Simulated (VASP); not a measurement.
Band structure of KI (rock salt). Method: PBE GGA with D3 dispersion (zero damping), VASP's PBE PAW potentials (set 64) (plane waves; VASP).

Unless said otherwise, spin-orbit coupling is left out, though it shifts the bands of the heavy elements here.

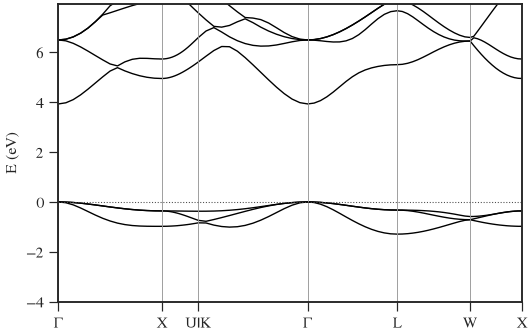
*Bands along high-symmetry lines, zero at the valence-band maximum or, without a gap, the Fermi level*

Q: Read the plot: is there a gap, and where are the band edges?

A: The gap is direct, 3.93 eV, from the valence maximum at Γ to the conduction minimum at Γ. (Edges off the drawn lines would not show.)

Measured: gap 6.10 eV (computed value off by -2.17 eV), as given by Aguado et al., (1998), arXiv:cond-mat/9809176.

The compound is KI in the rock salt structure. It was relaxed first.
